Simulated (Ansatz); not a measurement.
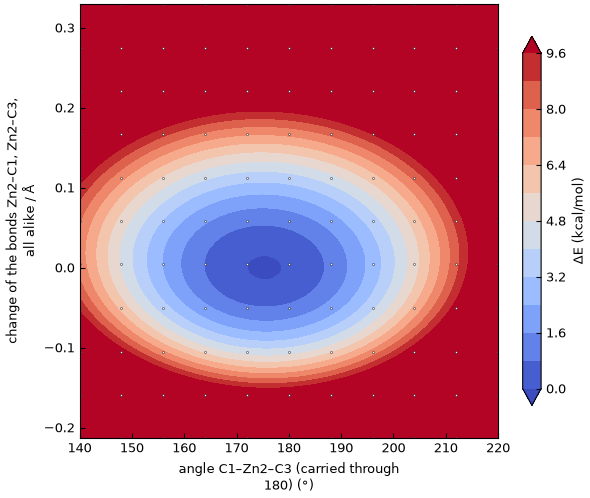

C₂H₄SZn, SMILES [CH3][Zn][CH]=S. First axis: angle C1–Zn2–C3 (carried through 180). Second axis: change of the bonds Zn2–C1, Zn2–C3, all alike. Nothing is relaxed (all other coordinates rigid). The grid has 11 × 11 points. Points are written as (first, second). All energies are given in kcal/mol relative to the lowest grid point. These are results of RKS CAM-B3LYP-D4/def2-SVP (Ansatz 0.2.0), not measurements.

In the figure: filled contours, dots at the grid points, one colour for all values above the top of the scale. Between grid points the surface is interpolated.

**Estimate the position of the minimum and the force constants in these coordinates.**

The interpolated minimum is at the first coordinate ≈ 175°, the second coordinate ≈ 0.000 Å. The curvatures there are about 1.9 eV/rad² and 29 eV/Å², with a cross term of about 0.2 eV/(rad·Å). Round the minimum the two coordinates are nearly uncoupled. (1 eV is 23.1 kcal/mol.)
